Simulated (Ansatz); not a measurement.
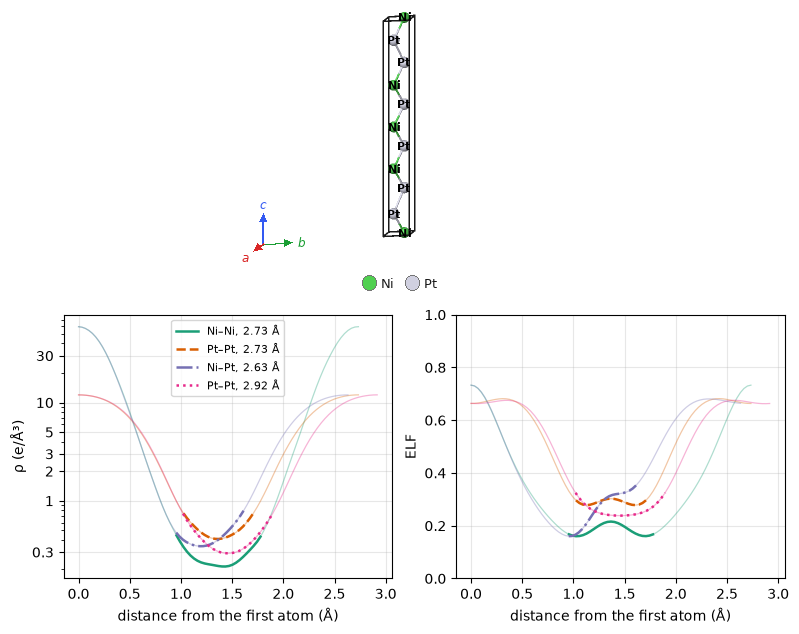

Figure 1: Ni$_{2}$Pt$_{3}$. Valence charge density (pseudo) and ELF along straight lines between neighbouring atoms. Thin, pale parts lie inside the atomic spheres. The structure is drawn too.

Space group P-6m2; a structure generated by program, which may or may not match a known phase; spin-polarised.

All numbers below come from DFT PBE, scalar-relativistic, plane waves, PAW (Ansatz).

In a PAW calculation such maps are meaningful between the atoms, not at the nuclei.

**What can be read from the curves?**

Ni–Ni (2.73 Å): ρ at the midpoint is about 0.22 e/Å³; the ELF is about 0.20 at the midpoint (no shared electron pair shows on this line).
Pt–Pt (2.73 Å): ρ is about 0.41 e/Å³ halfway; the ELF is about 0.30 at the midpoint; no shared electron pair shows on this line.
Ni–Pt (2.63 Å): the density is about 0.37 e/Å³ at the midpoint; the ELF is about 0.30 at the midpoint.
Pt–Pt (2.92 Å): ρ at the midpoint is about 0.29 e/Å³; the ELF is about 0.25 at the midpoint (no localised pair shows between them).
